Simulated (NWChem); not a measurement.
# One shape, several levels: singlet AlClOF+

Aim: a comparison of 6 runs (HF/3-21G, B3LYP/6-311+G**, B3LYP/6-31G*, M06-2X/6-311+G**, PBE0/6-311+G**) of singlet AlClOF+. 

The calculation is run with NWChem 7.3.0.

49 further runs of the same task are left out: 1 that didn't finish, 48 set aside as unsound or not needed. Runs told in other sessions of the task aren't counted.

**1. The system as given**

The species is AlClOF+ (4 atoms), meant as a singlet with charge +1. SMILES of the parent species: `[O][Al]([F])[Cl]`. The coordinates come from a PBE0-D4/def2-TZVP relaxation. That shape belongs to the parent species and isn't relaxed for this state.

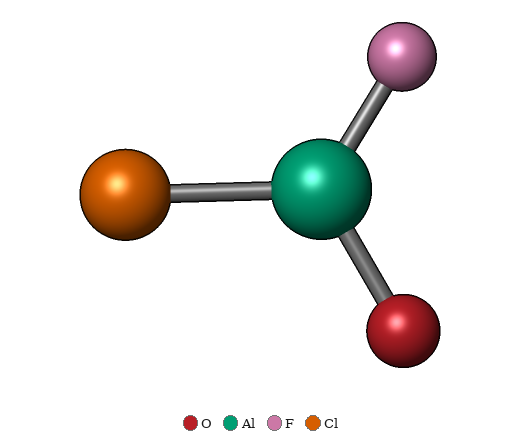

The structure, seen from a chosen angle (oxygen red, aluminium teal, fluorine pink, chlorine orange).

**2. The energy at HF/3-21G (run 1)**

File geom.xyz:

```xyz
4
AlClFO
O      0.993300     0.591700     1.294800
Al     0.061900    -0.095200     0.016700
F      0.278100    -1.671200    -0.348900
Cl    -1.277700     1.114400    -0.982900
```

File run.py:

```python
from ase.io import read
from ase.calculators.nwchem import NWChem

mol = read('geom.xyz')

calc = NWChem(
    label='geom',
    theory='scf',
    memory='2200 mb',
    basis='3-21G',
    basispar='spherical bse',
    charge=1,
    scf={'nopen': '0', 'rhf': None, 'thresh': '1e-08', 'maxiter': '80'},
    task='energy',
)
mol.calc = calc

e = mol.get_potential_energy()
print(f"E = {e:.6f} eV")
print("dipole (e A):", mol.get_dipole_moment().round(4))
```

Command:

```bash
$ export ASE_NWCHEM_COMMAND="nwchem PREFIX.nwi > PREFIX.nwo"
$ python run.py
```

Log:

```text
E = -23697.477239 eV
dipole (e A): [0.4737 0.4195 0.6623]
```

The calculator wrote geom.nwi:

```
title "geom"

permanent_dir geom

scratch_dir geom

start geom

geometry units angstrom nocenter noautosym noautoz
  O  9.9329999999999996e-01 5.9170000000000000e-01 1.2948000000000000e+00
  Al 6.1899999999999997e-02 -9.5200000000000007e-02 1.6700000000000000e-02
  F  2.7810000000000001e-01 -1.6712000000000000e+00 -3.4889999999999999e-01
  Cl -1.2777000000000001e+00 1.1144000000000001e+00 -9.8290000000000000e-01
end

charge 1

memory 2200 mb

basis spherical bse noprint
   * library 3-21G
end

scf
  nopen 0
  rhf
  thresh 1e-08
  maxiter 80
end

task scf energy
```

geom.nwo:

```text
Northwest Computational Chemistry Package (NWChem) 7.3.0
             --------------------------------------------------------

           Job information
           ---------------

    nwchem branch   = 7.3.0
    use scalapack   = T
    input           = geom.nwi
    prefix          = geom.
    data base       = geom/geom.db
    status          = startup
    nproc           =        1

           Memory information
           ------------------

    heap     =     72089600 doubles =      550.0 Mbytes
    stack    =     72089597 doubles =      550.0 Mbytes
    global   =    144179200 doubles =     1100.0 Mbytes (distinct from heap & stack)
    total    =    288358397 doubles =     2200.0 Mbytes
    verify   = yes
    hardfail = no

[... 37 lines left out ...]
            Nuclear Dipole moment (a.u.)
[... 77 lines left out ...]
 1-e energy   =   -1547.517060
[... 7 lines left out ...]
         Quadratically convergent ROHF
[... 3 lines left out ...]
 Final Fock-matrix accuracy:          1.000E-10
[... 14 lines left out ...]
       Final RHF  results
[... 3 lines left out ...]
      One-electron energy =  -1568.832815960393
[... 1 line left out ...]
 Nuclear repulsion energy =    186.705667090348
[... 41 lines left out ...]
                       ROHF Final Molecular Orbital Analysis
[... 172 lines left out ...]
  Mulliken analysis of the total density
  --------------------------------------

    Atom       Charge   Shell Charges
 -----------   ------   -------------------------------------------------------
    1 O    8     7.87   1.99  0.49  1.88  1.52  2.00
    2 Al  13    11.43   2.00  1.98  5.89  0.57  0.95 -0.02  0.07
    3 F    9     9.46   1.98  0.44  2.45  1.54  3.05
    4 Cl  17    17.24   2.00  1.96  5.90  1.14  2.98  0.92  2.33

       Multipole analysis of the density wrt the origin
       ------------------------------------------------

     L   x y z        total         open         nuclear
     -   - - -        -----         ----         -------
     0   0 0 0      1.000000      0.000000     47.000000

     1   1 0 0      0.895257      0.000000    -19.779573
[... 8 lines of this table left out ...]
     2   0 0 2    -21.005415      0.000000    110.470281

 Task  times  cpu:        1.4s     wall:        1.4s
 Total times  cpu:        1.4s     wall:        1.4s
```

It took 2.3 s on 1 thread of Intel Xeon 6975P-C (Granite Rapids), shared host; peak memory 0.099 GiB.

**3. A single-point energy at B3LYP/6-311+G(d,p) (run 2)**

File run.py:

```python
from ase import Atoms
from ase.calculators.nwchem import NWChem

atoms = Atoms(['O', 'Al', 'F', 'Cl'], positions=[
    [0.993300, 0.591700, 1.294800],
    [0.061900, -0.095200, 0.016700],
    [0.278100, -1.671200, -0.348900],
    [-1.277700, 1.114400, -0.982900],
])

calc = NWChem(
    label='alclfo',
    theory='dft',
    memory='2200 mb',
    basis='6-311+G**',
    basispar='spherical bse',
    charge=1,
    dft={'xc': 'b3lyp', 'mult': '1', 'grid': 'fine', 'convergence': 'energy 1e-08', 'iterations': '100', 'mulliken': None, 'print': 'low'},
    task='energy',
)
atoms.calc = calc

print("Total energy (eV):", round(atoms.get_potential_energy(), 6))
```

Command:

```bash
$ export ASE_NWCHEM_COMMAND="nwchem PREFIX.nwi > PREFIX.nwo"
$ python run.py
```

Log:

```text
Total energy (eV): -23875.493029
```

The calculator wrote alclfo.nwi:

```
title "alclfo"

permanent_dir alclfo

scratch_dir alclfo

start alclfo

geometry units angstrom nocenter noautosym noautoz
  O  9.9329999999999996e-01 5.9170000000000000e-01 1.2948000000000000e+00
  Al 6.1899999999999997e-02 -9.5200000000000007e-02 1.6700000000000000e-02
  F  2.7810000000000001e-01 -1.6712000000000000e+00 -3.4889999999999999e-01
  Cl -1.2777000000000001e+00 1.1144000000000001e+00 -9.8290000000000000e-01
end

charge 1

memory 2200 mb

basis spherical bse noprint
   * library 6-311+G**
end

dft
  xc b3lyp
  mult 1
  grid fine
  convergence energy 1e-08
  iterations 100
  mulliken
  print low
end

task dft energy
```

alclfo.nwo:

```text
Northwest Computational Chemistry Package (NWChem) 7.3.0
             --------------------------------------------------------

           Job information
           ---------------

    nwchem branch   = 7.3.0
    use scalapack   = T
    input           = alclfo.nwi
    prefix          = alclfo.
    data base       = alclfo/alclfo.db
    status          = startup
    nproc           =        1

           Memory information
           ------------------

    heap     =     72089598 doubles =      550.0 Mbytes
    stack    =     72089595 doubles =      550.0 Mbytes
    global   =    144179200 doubles =     1100.0 Mbytes (distinct from heap & stack)
    total    =    288358393 doubles =     2200.0 Mbytes
    verify   = yes
    hardfail = no

[... 37 lines left out ...]
            Nuclear Dipole moment (a.u.)
[... 62 lines left out ...]
   convergence    iter        energy       DeltaE   RMS-Dens  Diis-err    time
[... 15 lines left out ...]
         Total DFT energy =     -877.408192583814
      One electron energy =    -1574.971474796829
           Coulomb energy =      576.521042993292
    Exchange-Corr. energy =      -65.663427870625
 Nuclear repulsion energy =      186.705667090348
[... 16 lines left out ...]
     -------------------------------------------
      Total Density - Lowdin Population Analysis
     -------------------------------------------

    Atom       Charge   Shell Charges
 -----------   ------   -------------------------------------------------------
    1 O    8     7.95   1.03  0.95  0.92  0.99  1.78  0.67  1.22  0.12  0.26  0.00
    2 Al  13    12.24   0.90  1.08  0.93  1.00  0.34  0.11  2.30  3.48  0.74  0.53  0.04  0.07  0.12  0.59
    3 F    9     9.21   1.03  0.96  1.19  0.99  2.29  0.68  1.60  0.13  0.35  0.00
    4 Cl  17    16.59   0.90  1.08  0.94  1.04  0.90  0.80  4.49  0.92  1.68  2.50  1.06  0.10  0.16  0.01

 Task  times  cpu:       15.7s     wall:       15.7s
 Total times  cpu:       15.7s     wall:       15.7s
```

Wall time 17 s (1 thread of Intel Xeon 6975P-C (Granite Rapids), shared host); peak memory 0.11 GiB.

Runs 3 to 5 aren't shown in full; the table further down has their settings and results.

**4. A single-point energy at PBE0/6-311+G(d,p) (run 6)**

File struct.xyz:

```xyz
4
AlClFO
O      0.993300     0.591700     1.294800
Al     0.061900    -0.095200     0.016700
F      0.278100    -1.671200    -0.348900
Cl    -1.277700     1.114400    -0.982900
```

File struct.nw:

```
START struct
TITLE "AlClFO"
memory total 2200 mb
charge 1

GEOMETRY noautosym nocenter noautoz
  load format xyz struct.xyz
END

BASIS spherical bse
  * library 6-311+G**
END

DFT
  xc pbe0
  grid fine
  convergence energy 1e-08
  iterations 100
  mulliken
END

TASK dft energy
```

Command:

```bash
$ nwchem struct.nw > struct.out
```

Log:

```text
[...]
          Wavefunction type:  closed shell.
          No. of atoms     :     4
          No. of electrons :    46
[...]
          Charge           :     1
          Spin multiplicity:     1
[...]
          AO basis - number of functions:   104
[...]
              XC Information
              --------------
                         PBE0 Method XC Functional
                     Hartree-Fock (Exact) Exchange  0.250
          PerdewBurkeErnzerhof Exchange Functional  0.750
            Perdew 1991 LDA Correlation Functional  1.000 local
           PerdewBurkeErnz. Correlation Functional  1.000 non-local
[...]
 d= 0,ls=0.0,diis     1   -876.6781575004 -1.06D+03  2.32D-02  3.43D+00     1.3
[...]
 d= 0,ls=0.5,diis    47   -876.9194773277 -7.68D-09  5.21D-07  9.53D-08    43.1
         Total DFT energy =     -876.919477333077
      One electron energy =    -1574.908770730928
           Coulomb energy =      576.458413065264
    Exchange-Corr. energy =      -65.174786757762
 Nuclear repulsion energy =      186.705667090348
[...]
      Total Density - Mulliken Population Analysis
     ---------------------------------------------
    Atom       Charge   Shell Charges
 -----------   ------   -------------------------------------------------------
    1 O    8     7.86   1.08  0.91  0.89  1.10  1.85  0.91  1.30 -0.17 -0.02  0.00
    2 Al  13    12.30   0.79  1.18  0.97  1.02  0.66  0.08  2.13  3.78  0.64  0.48  0.02 -0.02  0.18  0.39
    3 F    9     9.10   1.08  0.92  1.16  1.09  2.35  0.93  1.77 -0.18 -0.01  0.00
    4 Cl  17    16.73   0.78  1.19  0.90  1.09  1.05  1.02  7.41 -1.50  1.04  2.91  1.04 -0.09 -0.11  0.01
[...]
```

Wall time 45 s (1 thread of Intel Xeon 6975P-C (Granite Rapids), shared host); peak memory 0.11 GiB.

**5. All runs side by side**

```
run                               level  iteration cap  module  energy (Eh)  HOMO energy (eV)  LUMO energy (eV)  HOMO–LUMO gap (eV)  wall time
  1                            HF/3-21G             80     scf  -870.866233            -19.15            -11.73                7.42      2.3 s
  2                     B3LYP/6-311+G**            100     dft  -877.408193                 –                 –                   –       17 s
  3  B3LYP/6-31G* (spherical functions)            100     dft  -877.296009                 –                 –                   –       43 s
  4  B3LYP/6-31G* (Cartesian functions)            100     dft  -877.303837            -16.93            -15.46                1.48       43 s
  5                    M06-2X/6-311+G**            100     dft  -877.252322            -18.24            -14.83                3.41       17 s
  6                      PBE0/6-311+G**            100     dft  -876.919477            -17.33            -15.50                1.83       45 s
```

**6. Summary of results**

| quantity | value |
| --- | --- |
| run 6: total energy | -876.91948 Eh |
| run 6: HOMO energy | -17.33 eV |
| run 6: LUMO energy | -15.50 eV |
| run 6: HOMO–LUMO gap | 1.83 eV |

What this shows: Over runs 1, 4, 5, 6 the HOMO–LUMO gap runs from 1.48 eV (B3LYP/6-31G*) to 7.42 eV (HF/3-21G). The two ends differ in method and basis. Totals of different functionals can't be ranked against each other. All runs together took 2.8 min, the longest 45 s.
